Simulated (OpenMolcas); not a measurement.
## Excited-state calculation of C$_{2}$H$_{6}$Fe (part 1 of 3)

The run: excited-state calculation of C$_{2}$H$_{6}$Fe, multiplicity 5, SMILES [CH3][Fe][CH3]. Method and program: MC-PDFT (ftLSDA)/ANO-R1, sfX2C (OpenMolcas 26.06).

The geometry comes from this level: GFN2-xTB.

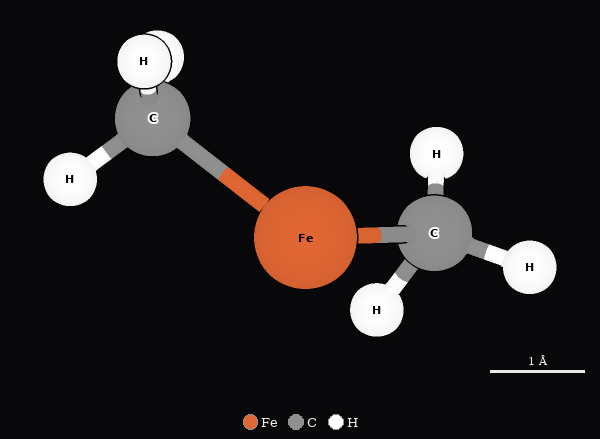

Figure 1. The input geometry (ball-and-stick view, seen at a tilt). Sticks mark near contacts. Bond lengths as drawn: C–Fe 2.07 to 2.09 Å and C–H 1.09 to 1.12 Å.

**Input**
```
* C2H6Fe MC-PDFT

&GATEWAY
 Coord
 geom.xyz
 Basis
 ANO-R1
 Group
 NoSym
 RICD

&SEWARD

&RASSCF
 FileOrb
 $CurrDir/step2.RasOrb
 Spin
 5
 Nactel
 6 0 0
 Inactive
 19
 Ras2
 5
 CIRoot
 5 5 1
 OrbListing
 Nothing
 OrbAppear
 Compact

&MCPDFT
 KSDFT
 FT:LSDA
```

**File geom.xyz**
```
9

Fe     0.372380    -1.094000    -0.010840
C     -0.031460     0.029420     1.708000
H     -0.204820     1.095040     1.586870
H      0.835120    -0.124710     2.357370
H     -0.911330    -0.427400     2.170250
C      0.131680     0.024090    -1.739350
H     -0.934980    -0.303260    -1.702120
H      0.571400    -0.308770    -2.676140
H      0.172010     1.109590    -1.694030
```

Hardware: 1 thread of Arm Neoverse V1, 24 GiB of memory available, shared host.

Launched with:
```bash
export MOLCAS_MEM=1860
pymolcas step6.inp > step6.log
```

**What the program printed**
```
--- Start Module: gateway ---

                                              &GATEWAY

                       available to each process: 1.9 GB of memory, 1 thread

++    Symmetry information:
      ---------------------

                    Character Table for C1

                             E
                    a        1  x, y, xy, Rz, z, xz, Ry, yz, Rx, I
--

++    Basis set information:
      ----------------------

      Basis set label: FE.ANO-R...5S4P2D1F.

      Electronic valence basis set:
      ------------------
      Associated Effective Charge  26.000000 au
      Associated Actual Charge     26.000000 au
      Nuclear Model: Finite nucleus - Gaussian distribution
        Gaussian exponent, Xi/bohr**(-2):  2.95784E+08

      Shell  nPrim  nBasis  Cartesian Spherical Contaminant
         s      20       5        X
         p      12       4        X
         d       9       2                 X
         f       5       1                 X

      Basis set label: C.ANO-R...3S2P1D.

      Electronic valence basis set:
      ------------------
      Associated Effective Charge   6.000000 au
      Associated Actual Charge      6.000000 au
      Nuclear Model: Finite nucleus - Gaussian distribution
        Gaussian exponent, Xi/bohr**(-2):  6.80775E+08

      Shell  nPrim  nBasis  Cartesian Spherical Contaminant
         s      12       3        X
         p       7       2        X
         d       3       1                 X

      Basis set label: H.ANO-R...2S1P.

      Electronic valence basis set:
      ------------------
      Associated Effective Charge   1.000000 au
      Associated Actual Charge      1.000000 au
      Nuclear Model: Finite nucleus - Gaussian distribution
        Gaussian exponent, Xi/bohr**(-2):  2.12482E+09

      Shell  nPrim  nBasis  Cartesian Spherical Contaminant
         s       7       2        X
         p       4       1        X

      Basis set label: C.ANO-R...3S2P1D.

      Electronic valence basis set:
      ------------------
      Associated Effective Charge   6.000000 au
      Associated Actual Charge      6.000000 au
      Nuclear Model: Finite nucleus - Gaussian distribution
        Gaussian exponent, Xi/bohr**(-2):  6.80775E+08

      Shell  nPrim  nBasis  Cartesian Spherical Contaminant
         s      12       3        X
         p       7       2        X
         d       3       1                 X

      Basis set label: H.ANO-R...2S1P.

      Electronic valence basis set:
      ------------------
      Associated Effective Charge   1.000000 au
      Associated Actual Charge      1.000000 au
      Nuclear Model: Finite nucleus - Gaussian distribution
        Gaussian exponent, Xi/bohr**(-2):  2.12482E+09

      Shell  nPrim  nBasis  Cartesian Spherical Contaminant
         s       7       2        X
         p       4       1        X
--

++    Molecular structure info:
      -------------------------

                    ************************************************
                    **** Cartesian Coordinates / bohr, angstrom ****
                    ************************************************

     Center  Label                x              y              z                     x              y              z
        1      FE1              0.703696      -2.067360      -0.020485              0.372380      -1.094000      -0.010840
        2      C2              -0.059451       0.055596       3.227652             -0.031460       0.029420       1.708000
        3      H3              -0.387054       2.069326       2.998750             -0.204820       1.095040       1.586870
        4      H4               1.578148      -0.235668       4.454784              0.835120      -0.124710       2.357370
        5      H5              -1.722164      -0.807669       4.101178             -0.911330      -0.427400       2.170250
        6      C6               0.248839       0.045524      -3.286895              0.131680       0.024090      -1.739350
        7      H7              -1.766856      -0.573078      -3.216541             -0.934980      -0.303260      -1.702120
        8      H8               1.079790      -0.583491      -5.057172              0.571400      -0.308770      -2.676140
        9      H9               0.325052       2.096821      -3.201253              0.172010       1.109590      -1.694030

                    ***************************************
                    *    InterNuclear Distances / bohr    *
                    ***************************************

               1 FE1           2 C2            3 H3            4 H4            5 H5            6 C6
    1 FE1      0.000000
    2 C2       3.954710        0.000000
    3 H3       5.236190        2.053005        0.000000
    4 H4       4.914040        2.066982        3.360811        0.000000
    5 H5       4.945677        2.067097        3.357822        3.368127        0.000000
    6 C6       3.916709        6.521846        6.633963        7.860008        7.693921        0.000000
    7 H7       4.307120        6.696125        6.893184        8.375686        7.321614        2.109655
    8 H8       5.264174        8.387169        8.607377        9.531350        9.580009        2.054268
    9 H9       5.253672        6.756128        6.240824        8.100966        8.121124        2.054499

               7 H7            8 H8            9 H9
    7 H7       0.000000
    8 H8       3.389900        0.000000
    9 H9       3.391854        3.346362        0.000000

                    *******************************************
                    *    InterNuclear Distances / angstrom    *
                    *******************************************

               1 FE1           2 C2            3 H3            4 H4            5 H5            6 C6
    1 FE1      0.000000
    2 C2       2.092742        0.000000
    3 H3       2.770872        1.086403        0.000000
    4 H4       2.600398        1.093800        1.778464        0.000000
    5 H5       2.617140        1.093860        1.776883        1.782336        0.000000
    6 C6       2.072633        3.451212        3.510542        4.159337        4.071448        0.000000
    7 H7       2.279230        3.543437        3.647716        4.432222        3.874432        1.116381
    8 H8       2.785681        4.438299        4.554828        5.043773        5.069522        1.087072
    9 H9       2.780123        3.575189        3.302502        4.286847        4.297514        1.087194

               7 H7            8 H8            9 H9
    7 H7       0.000000
    8 H8       1.793858        0.000000
    9 H9       1.794892        1.770818        0.000000

                    **************************************
                    *    Valence Bond Angles / degree    *
                    **************************************
                          Atom centers                 Phi
                      3 H3       2 C2       4 H4       109.32
                      3 H3       2 C2       5 H5       109.17
                      4 H4       2 C2       5 H5       109.12
                      7 H7       6 C6       8 H8       108.99
                      7 H7       6 C6       9 H9       109.08
                      8 H8       6 C6       9 H9       109.06
--

            Nuclear Potential Energy            141.50847285 au

--- Stop Module: gateway /rc=_RC_ALL_IS_WELL_ ---
--- Module gateway spent 2 seconds ---

--- Start Module: seward ---

                                              &SEWARD

                       available to each process: 1.9 GB of memory, 1 thread

               SEWARD will generate:
                  Multipole Moment integrals up to order  2
                  Kinetic Energy integrals
                  Nuclear Attraction integrals (finite nuclei - Gaussian type)
                  One-Electron Hamiltonian integrals
                  Velocity integrals
                  Relativistic X2C integrals
                  Orbital angular momentum around (  0.4737  -1.3077  -0.0207 )
                  Velocity quadrupole around (  0.4737  -1.3077  -0.0207 )
                  Atomic mean-field integrals
                  RI decomposed two-electron repulsion integrals stored Cholesky style
                   - acCD auxiliary basis
                   - CD Threshold:   1.00E-04

                   Integrals are discarded if absolute value <: 1.00E-14
                   Integral cutoff threshold is set to       <: 1.00E-16

            Nuclear Potential Energy            141.50847285 au

      Basis set specifications :
      Symmetry species         a
      Basis functions           92

--- Stop Module: seward /rc=_RC_ALL_IS_WELL_ ---
--- Module seward spent 3 seconds ---

--- Start Module: rasscf ---

                                              &RASSCF

                       available to each process: 1.9 GB of memory, 1 thread

      Header of the ONEINT file:
      --------------------------

      OrdInt status: non-squared

      Cartesian coordinates in angstrom:
      -----------------------------------------------------
      No.  Label        X            Y            Z
      -----------------------------------------------------
       1   FE1        0.37238000  -1.09400000  -0.01084000
       2   C2        -0.03146000   0.02942000   1.70800000
       3   H3        -0.20482000   1.09504000   1.58687000
       4   H4         0.83512000  -0.12471000   2.35737000
       5   H5        -0.91133000  -0.42740000   2.17025000
       6   C6         0.13168000   0.02409000  -1.73935000
       7   H7        -0.93498000  -0.30326000  -1.70212000
       8   H8         0.57140000  -0.30877000  -2.67614000
       9   H9         0.17201000   1.10959000  -1.69403000
      -----------------------------------------------------
      Nuclear repulsion energy =  141.50847285

++    Wave function specifications:
      -----------------------------

      Number of closed shell electrons          38
      Number of electrons in active shells       6
      Max number of holes in RAS1 space          0
      Max nr of electrons in RAS3 space          0
      Number of inactive orbitals               19
      Number of active orbitals                  5
      Number of secondary orbitals              68
      Spin quantum number                      2.0
      State symmetry                             1
--

++    Orbital specifications:
      -----------------------

      Symmetry species                           1
                                                 a
      Frozen orbitals                            0
      Inactive orbitals                         19
      Active orbitals                            5
      RAS1 orbitals                              0
      RAS2 orbitals                              5
      RAS3 orbitals                              0
      Secondary orbitals                        68
      Deleted orbitals                           0
      Number of basis functions                 92
--

++    CI expansion specifications:
      ----------------------------

      Number of CSFs                             5
      Number of determinants                     5
      Number of root(s) required                 5
      Root chosen for geometry opt.              5
      CI roots used                              1     2     3     4     5
      weights                                0.200 0.200 0.200 0.200 0.200
      highest root included in the CI            5
      max. size of the explicit Hamiltonian      5
--

++    Optimization specifications:
      ----------------------------

      RASSCF algorithm: LK RI/DF
      Maximum number of macro iterations       200
      Maximum number of SX iterations          100
      Threshold for RASSCF energy            1.000E-08
      Threshold for max MO rotation          1.000E-01
      Threshold for max BLB element          1.000E-04
      Level shift parameter                  5.000E-01
      Make Quasi-Newton update
--

      The MO-coefficients are taken from the file:
      step2.RasOrb
      Title: RASSCF average (pseudo-natural) orbitals

      Total molecular charge    0.00

      ************************************************************************************************************************
      *                                            Wave function control section                                             *
      ************************************************************************************************************************

                                         RASSCF iterations: Energy and convergence statistics
                                         ----------------------------------------------------

          iter iter root      energy       change     param      element    value   shift minimum  type update hh:mm:ss
 Nr of preliminary CI iterations:   1
      Total energies have been shifted. Add                -1000.00 au
        1   1    3    0  -350.56872351    0.00E+00  -9.90E-06   19  25 1  1.51E-05   0.40   0.00    SX    NO    0:00:00
        2   1    3    0  -350.56872351   -4.26E-10  -7.95E-06   19  25 1  1.21E-05   0.40   0.00    SX    NO    0:00:00
        3   1    3    0  -350.56872351   -4.42E-10   6.40E-06   19  25 1  9.73E-06   0.40   0.00    SX    NO    0:00:00
        4   1    3    0  -350.56872351   -1.82E-10  -5.13E-06   19  25 1  7.79E-06   0.40   0.00    SX    NO    0:00:00
      Convergence after  4 iterations
        5   1    3    0  -350.56872351   -1.14E-10  -5.13E-06   19  25 1  6.26E-06   0.40   0.00    SX    NO    0:00:00

      ************************************************************************************************************************
                                                      Wave function printout:
                       occupation of active orbitals, and spin coupling of open shells (u,d: Spin up or down)
      ************************************************************************************************************************

      Note: transformation to natural orbitals
      has been made, which may change the order of the CSFs.

      printout of CI-coefficients larger than  0.05 for root  1
      energy=   -1350.580886
      conf/sym  11111     Coeff  Weight
             1  2uuuu   0.58543 0.34273
             2  u2uuu  -0.53178 0.28279
             3  uu2uu  -0.46122 0.21272
             4  uuu2u  -0.38657 0.14944
             5  uuuu2  -0.11100 0.01232

      printout of CI-coefficients larger than  0.05 for root  2
      energy=   -1350.579610
      conf/sym  11111     Coeff  Weight
             1  2uuuu  -0.42772 0.18294
             2  u2uuu  -0.78739 0.61998
             3  uu2uu   0.42169 0.17782
             4  uuu2u  -0.09637 0.00929
             5  uuuu2   0.09984 0.00997

      printout of CI-coefficients larger than  0.05 for root  3
      energy=   -1350.568476
      conf/sym  11111     Coeff  Weight
             1  2uuuu   0.65769 0.43256
             3  uu2uu   0.68497 0.46919
             4  uuu2u   0.27706 0.07676
             5  uuuu2  -0.14041 0.01972

      printout of CI-coefficients larger than  0.05 for root  4
      energy=   -1350.565698
      conf/sym  11111     Coeff  Weight
             2  u2uuu   0.30889 0.09541
             3  uu2uu   0.37447 0.14023
             4  uuu2u  -0.87395 0.76379

      printout of CI-coefficients larger than  0.05 for root  5
      energy=   -1350.548948
      conf/sym  11111     Coeff  Weight
             1  2uuuu   0.20436 0.04176
             5  uuuu2   0.97849 0.95744

      Natural orbitals and occupation numbers for root  1
      sym 1:   2.000000   1.000000   1.000000   1.000000   1.000000

      Natural orbitals and occupation numbers for root  2
      sym 1:   1.000000   2.000000   1.000000   1.000000   1.000000
```
